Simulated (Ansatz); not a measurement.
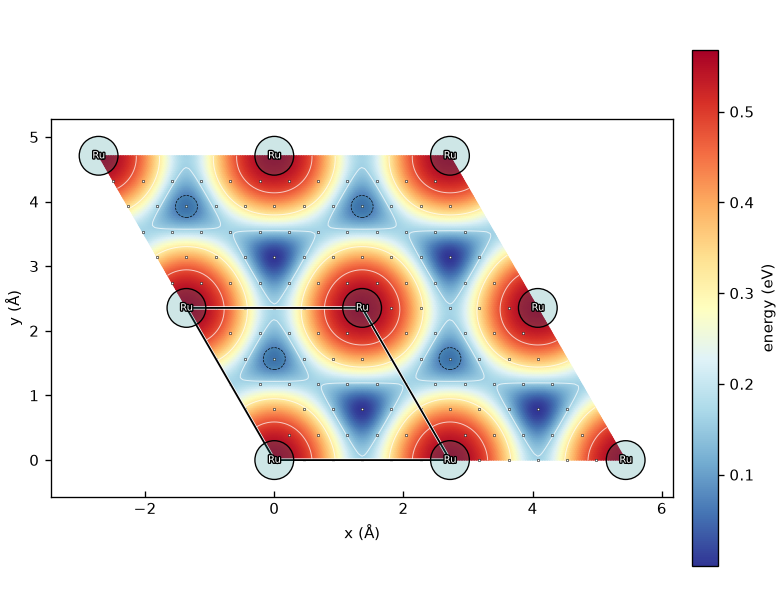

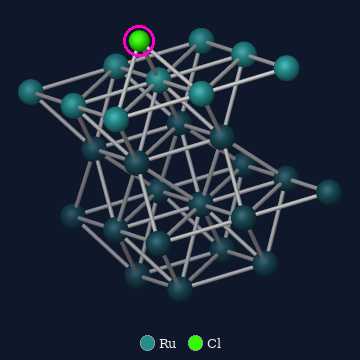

Energy landscape of Cl on a Ru(001) slab cut from the P6_3/mmc phase, its upper half relaxed before the scan (16 atoms of substrate and one adsorbate in a 2 × 2 cell). Cl is moved over the surface cell; relaxed at each place: the height of the adsorbate's atoms; substrate rigid; the origin of the map has the adsorbate above Ru13. Places are given modulo a cell vector. The map is drawn in real space over the plane of the surface. The scan uses a 6 × 6 grid; 10 points were computed and 26 follow by symmetry. Places are given in fractions of the 1 × 1 surface cell. All energies are given in eV relative to the lowest grid point. Method: Ansatz, DFT PBE, scalar-relativistic, plane waves, PAW. Settings: cutoff 420 eV, k-mesh 6×6×1, gaussian smearing 0.1 eV, no spin polarisation.

In the figure: a smooth colour map with a few white contour lines, dots at the grid points, labelled circles for the atoms of the top layer and small ones for the second layer, the outline of one cell of the 2 × 2 shown. Between grid points the surface is interpolated. The second picture is the structure at the lowest point; rings mark the moved atoms.

Summarise what can be read from the map.

Answer. The lowest grid point is at a threefold hollow, (4/6, 2/6) of the cell vectors. There is a further well near a threefold hollow over a second-layer Ru atom, (2/6, 4/6) of the cell vectors (0.051 eV above the lowest at that grid point). The highest grid point, the top site over a surface Ru atom, (0/6, 0/6) of the cell vectors, lies 0.568 eV above the lowest. On the interpolated surface the easiest way out of the lowest well to the well at a threefold hollow over a second-layer Ru atom, (2/6, 4/6) of the cell vectors passes a barrier of about 0.17 eV. At the lowest point the adsorbate has 3 Ru at 2.49 Å as nearest neighbours, at the highest 1 Ru at 2.31 Å. Its relaxed height above the top atom is 1.94 Å at the lowest and 2.31 Å at the highest point.

Grid values (eV):

| second ↓, first → | 0/6 | 1/6 | 2/6 | 3/6 | 4/6 | 5/6 |
| --- | --- | --- | --- | --- | --- | --- |
| 5/6 | 0.517 | 0.404 | 0.181 | 0.181 | 0.404 | 0.517 |
| 4/6 | 0.339 | 0.181 | 0.051 | 0.181 | 0.339 | 0.392 |
| 3/6 | 0.164 | 0.181 | 0.181 | 0.164 | 0.151 | 0.151 |
| 2/6 | 0.339 | 0.404 | 0.339 | 0.151 | 0.000 | 0.151 |
| 1/6 | 0.517 | 0.517 | 0.392 | 0.151 | 0.151 | 0.392 |
| 0/6 | 0.568 | 0.517 | 0.339 | 0.164 | 0.339 | 0.517 |

The whole map (10 points run) took 16 min on 8 threads of Arm Neoverse N1, with other jobs on the host.

PAW datasets: the set soft_1.
